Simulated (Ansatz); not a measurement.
# Calculations on Mg$_{64}$Si$_{31}$Cl

**1. Relaxation**

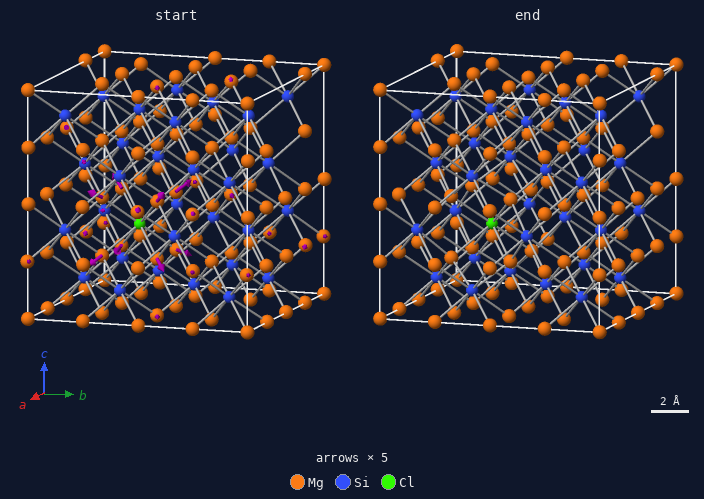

The structure of a defect cell of composition Mg$_{64}$Si$_{31}$Cl (cell charge +1) before (left) and after (right) a relaxation, at one scale. The purple arrows give the displacements, magnified 5 times.

A ball-and-stick model of the cell of the calculation (origin shifted), seen slightly off an axis.

The atoms of the start lie slightly off their symmetric places, so part of the fall in energy undoes that.

All numbers below come from DFT, PBEsol, PAW, plane waves (Ansatz 0.2.0). Set-up: plane-wave cutoff 420 eV; k-point mesh 1 × 1 × 1; mesh shifted by (0.25, 0.25, 0.25); collinear spin; atoms relaxed in a fixed cell; force threshold 0.03 eV/Å; at most 80 steps.

> Summarise the run.

After 3 geometry steps the energy has fallen by 0.985 eV per cell of the calculation. Largest force component: 0.79 eV/Å at the start, 0.013 eV/Å at the end. A Mg atom moves most: 0.24 Å along [−3 2 2]. By element the largest moves are Mg 0.24 Å, Si 0.05 Å, Cl 0.03 Å. The cell stays as it was. Near-neighbour distances that change, for instance: Cl–Mg 2.773 → 2.992 Å, Cl–Mg 2.749 → 2.961 Å, Cl–Mg 2.693 → 2.905 Å, Cl–Mg 2.736 → 2.944 Å. Among the angles between lasting bonds that change: Si–Mg–Cl 110.7° → 105.1°, Si–Mg–Cl 109.8° → 104.3°, Si–Mg–Si 108.4° → 113.8°. The program noted that the starting moments weren't kept. The run took 5.7 s on 1 × NVIDIA GB200 with 8 threads of Arm Neoverse-V2, peak memory 2.3 GiB.

Limits of the set-up: the cell is charged, on a uniform background, and energies carry no finite-size correction.

**2. Relaxation**

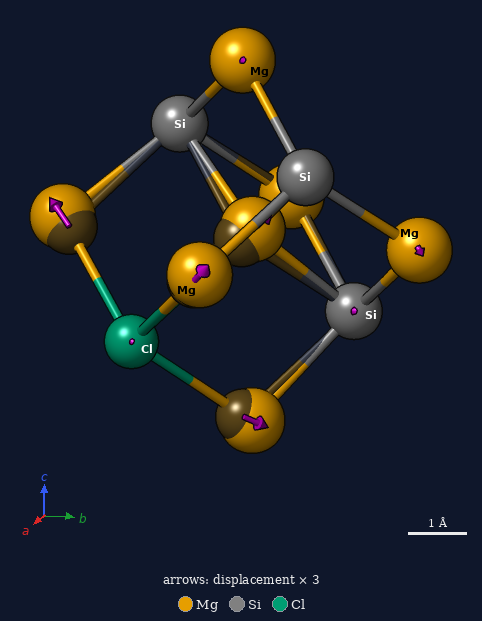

This is a relaxation of a defect cell of composition Mg$_{64}$Si$_{31}$Cl (cell charge +3). The starting structure is drawn faded, the final one solid; purple arrows show the displacements, 3 times their true length.

The picture is a ball-and-stick view of the atoms within 4.2 Å of the atom that moves most (axes of the cell of the calculation (origin shifted)), seen slightly off an axis.

The atoms of the start lie slightly off their symmetric places, so part of the fall in energy undoes that.

Computed with Ansatz 0.2.0, DFT, PBEsol, PAW, plane waves. Settings: plane-wave cutoff 420 eV; k-point mesh 1 × 1 × 1; mesh shifted by (0.25, 0.25, 0.25); collinear spin; atoms relaxed in a fixed cell; force threshold 0.03 eV/Å; at most 80 steps.

Atoms of which element are displaced furthest, and by how much?

Answer. Magnesium: up to 0.27 Å, against 0.05 Å for silicon.

What did the optimiser do to the structure, and how much energy did it gain?

Answer. The atom that moves furthest is a Mg atom (0.27 Å along [−1 1 1]). Largest moves by element: Mg 0.27 Å, Si 0.05 Å, Cl 0.03 Å. The lattice vectors keep their values. Some distances before and after: Cl–Mg 2.693 → 2.969 Å, Cl–Mg 2.749 → 2.981 Å, Cl–Mg 2.755 → 2.965 Å, Cl–Mg 2.783 → 2.966 Å. Among the angles between lasting bonds that change: Si–Mg–Cl 110.7° → 104.6°, Si–Mg–Cl 110.4° → 104.8°, Si–Mg–Si 108.4° → 113.8°. Over 3 geometry steps the energy falls by 1.342 eV per cell of the calculation. Largest force component: 0.92 eV/Å at the start, 0.025 eV/Å at the end. The program noted that the starting moments weren't kept.

Limits of the set-up: the cell is charged, on a uniform background, and energies carry no finite-size correction.

**3. Defect**

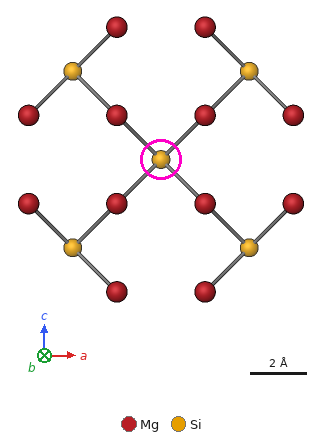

Perfect Mg2Si. A ball-and-stick model of the atoms within 6.0 Å of one point, in a slice 3.4 Å thick across the line of sight, seen along the b axis.

All numbers below come from DFT, PBEsol, PAW, plane waves in Ansatz. Settings: plane-wave cutoff 420 eV; k-point mesh 1 × 1 × 1; mesh shifted by (0.25, 0.25, 0.25); collinear spin. Fermi-Dirac smearing of 0.01 eV. A uniform background neutralises the charged cell. The axes drawn are those of the host's conventional cell.

A silicon atom is replaced by chlorine at the ringed place, in charge state +3. The supercell has 96 sites, and the atoms are relaxed at the host's cell.

Q: How do the neighbours respond?

A: In the host the Si atom has 8 Mg at 2.74 Å; the Cl atom ends with 8 Mg at 2.96 to 2.98 Å. Of the host's atoms, a magnesium atom moves furthest from its site, by 0.24 Å. The cell ends without a net magnetic moment.

The relaxed defect, seen from the same direction:

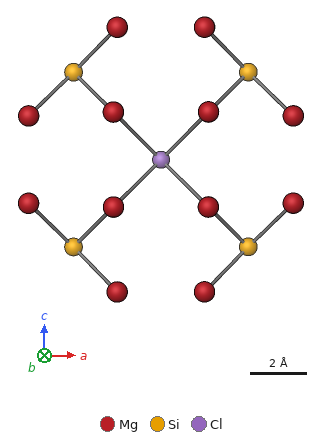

Limits of the set-up: the cell is charged, on a uniform background, and energies carry no finite-size correction.
